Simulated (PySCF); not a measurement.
# Spin–spin coupling calculation of C4H9BrGe

The run: spin–spin coupling calculation of C4H9BrGe, SMILES [Br][GeH2][CH]1CCC1. Method and program: PBE0/ANO-RCC-VDZP indirect spin-spin coupling, non-relativistic, gas phase (PySCF 2.14.0).

The run did not end well. The geometry comes from this level: GFN2-xTB.

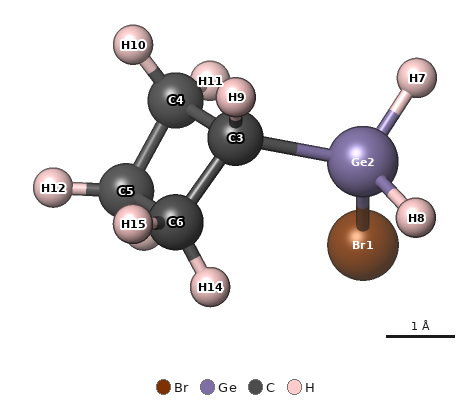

Fig. 1: The structure as given in the input (ball-and-stick view, seen at a tilt; atoms are numbered from 1 in the order of the input). Sticks mark near contacts. Bond lengths as drawn: Br–Ge 2.28 Å, C–C 1.53 to 1.54 Å, C–Ge 1.99 Å, C–H 1.09 Å and Ge–H 1.52 Å.

### The input
```
{"job": {"kind": "j", "xc": "PBE0", "basis": "ANO-RCC-VDZP", "scf": {"diis": false, "max_cycle": 65}}, "charge": 0, "multiplicity": 1}
Br     1.868447     1.376249    -1.811912
Ge     2.030048    -0.102952    -0.085762
C      0.197555    -0.500482     0.584075
C     -0.664123     0.739714     0.878648
C     -1.522860     0.419199    -0.352474
C     -0.803228    -0.927831    -0.503463
H      2.937129     0.578572     0.922927
H      2.761354    -1.296983    -0.672531
H      0.281017    -1.199325     1.417491
H     -1.207226     0.671054     1.820010
H     -0.150601     1.703004     0.846381
H     -2.593786     0.357096    -0.171644
H     -1.340010     1.094664    -1.186414
H     -0.385886    -1.121280    -1.494086
H     -1.412244    -1.782709    -0.213157
```

The first line tells a small driver script what to run in PySCF; the rest is the geometry in Å.

Run as:
```bash
OMP_NUM_THREADS=1 python <driver script> task.json out
```

### Output
```
final grid: 119296 points
cycle   1  E = -4773.1971093684  dE =  5.741e-01  |g| = 6.774e-01  |ddm| = 5.097e+00
cycle   2  E = -4773.1545025515  dE =  4.261e-02  |g| = 8.892e-01  |ddm| = 1.122e+00
cycle   3  E = -4773.0664947187  dE =  8.801e-02  |g| = 1.242e+00  |ddm| = 1.443e+00
cycle   4  E = -4772.8737276434  dE =  1.928e-01  |g| = 1.646e+00  |ddm| = 2.105e+00
cycle   5  E = -4772.5441091510  dE =  3.296e-01  |g| = 2.351e+00  |ddm| = 2.736e+00
cycle   6  E = -4771.3072664434  dE =  1.237e+00  |g| = 3.326e+00  |ddm| = 5.098e+00
cycle   7  E = -4761.2045068451  dE =  1.010e+01  |g| = 6.874e+00  |ddm| = 1.019e+01
cycle   8  E = -4671.7158612693  dE =  8.949e+01  |g| = 1.128e+01  |ddm| = 3.921e+01
cycle   9  E = -4087.8134909989  dE =  5.839e+02  |g| = 2.644e+01  |ddm| = 7.068e+01
cycle  10  E = -4417.1290937008  dE = -3.293e+02  |g| = 6.054e+00  |ddm| = 8.166e+01
[... 45 cycles left out ...]
cycle  56  E = -4417.1649307656  dE = -7.132e+02  |g| = 6.129e+00  |ddm| = 2.169e+02
cycle  57  E = -3703.9604982238  dE =  7.132e+02  |g| = 2.631e+01  |ddm| = 2.169e+02
cycle  58  E = -4417.1649307656  dE = -7.132e+02  |g| = 6.129e+00  |ddm| = 2.169e+02
cycle  59  E = -3703.9604982238  dE =  7.132e+02  |g| = 2.631e+01  |ddm| = 2.169e+02
cycle  60  E = -4417.1649307656  dE = -7.132e+02  |g| = 6.129e+00  |ddm| = 2.169e+02
cycle  61  E = -3703.9604982238  dE =  7.132e+02  |g| = 2.631e+01  |ddm| = 2.169e+02
cycle  62  E = -4417.1649307656  dE = -7.132e+02  |g| = 6.129e+00  |ddm| = 2.169e+02
cycle  63  E = -3703.9604982238  dE =  7.132e+02  |g| = 2.631e+01  |ddm| = 2.169e+02
cycle  64  E = -4417.1649307656  dE = -7.132e+02  |g| = 6.129e+00  |ddm| = 2.169e+02
cycle  65  E = -3703.9604982238  dE =  7.132e+02  |g| = 2.631e+01  |ddm| = 2.169e+02
SCF not converged, last energy = -3703.9604982238
```

### Outcome

```csv
quantity,value
outcome,not converged
total energy,−3703.960498 hartree
HOMO,−104.58 eV
LUMO,−101.30 eV
dipole moment,780.70 D
hardware,"1 CPU thread, shared host"
wall time,1.8 min
peak memory,0.72 GiB
```

### What went wrong

Some settings of this run were drawn to be unusual or wrong. The run did not converge. At least one of its steps failed, so the values that rest on that step are not results. Spin–orbit coupling is left out, which matters for the heavy atoms.
